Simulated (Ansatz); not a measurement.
## Group exchange: C2H8N2 + H3NO → C2H7NO + N2H4

Species: C2H8N2 (ethylenediamine) `NCCN`, singlet; H3NO (hydroxylamine) `NO`, singlet; C2H7NO (ethanolamine) `NCCO`, singlet; N2H4 (hydrazine) `NN`, singlet. The partners trade NH2 for OH: C–NH2 and N–OH bonds give way to C–OH and N–NH2.

Shapes, held fixed at every level: PBE0-D4/def2-TZVP. Flexible molecules stand in one conformer, not always the lowest. Programs: Ansatz 0.2.0. The zero-point and thermal change to 298 K, harmonic and unscaled (PBE0-D4/def2-TZVP), is +0.9 kJ/mol.

```csv
level,kind,ΔH(298 K) (kJ/mol),less CCSD(T)/CBS estimate,CPU time (sum over the molecules)
SPW92/def2-TZVPP,LDA,-47.7,-0.2,21 s
B3LYP-D4/def2-TZVPP,global hybrid,-46.1,+1.4,43 s
PBE0-D4/def2-TZVPP,global hybrid,-47.0,+0.5,25 s
wB97X-V/def2-TZVPP,range-separated hybrid,-47.7,-0.2,65 s
MP2/def2-SVP,perturbation theory,-48.2,-0.7,–
CCSD(T)/def2-TZVPP,coupled cluster or CI,-45.8,+1.7,6.3 min
CCSD/def2-TZVPP,coupled cluster or CI,-48.1,-0.6,–
CCSD(T)/CBS estimate,coupled cluster or CI,-47.5,0.0,16 min
```

The highest level, CCSD(T)/CBS estimate, gives ΔH(298 K) = -47.5 kJ/mol; the levels span -48.2 to -45.8. The column of differences is taken from that level and isn't an error. No measured value is set beside it here. The CBS estimate extrapolates MP2 from def2-TZVPP and def2-QZVPP and adds CCSD(T) − MP2 in the triple-zeta set, cores frozen. Times are processor times on shared x86 and Arm servers, and rough.

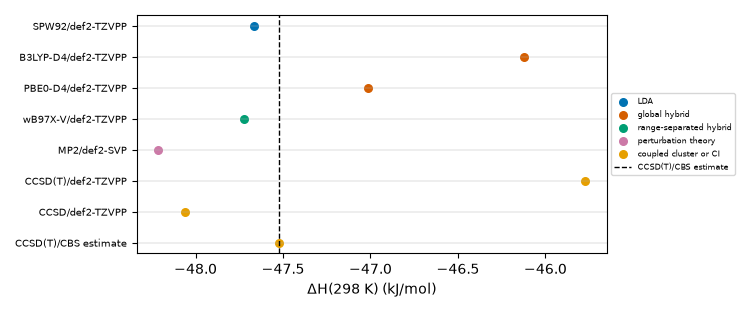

The values of the table, level by level.
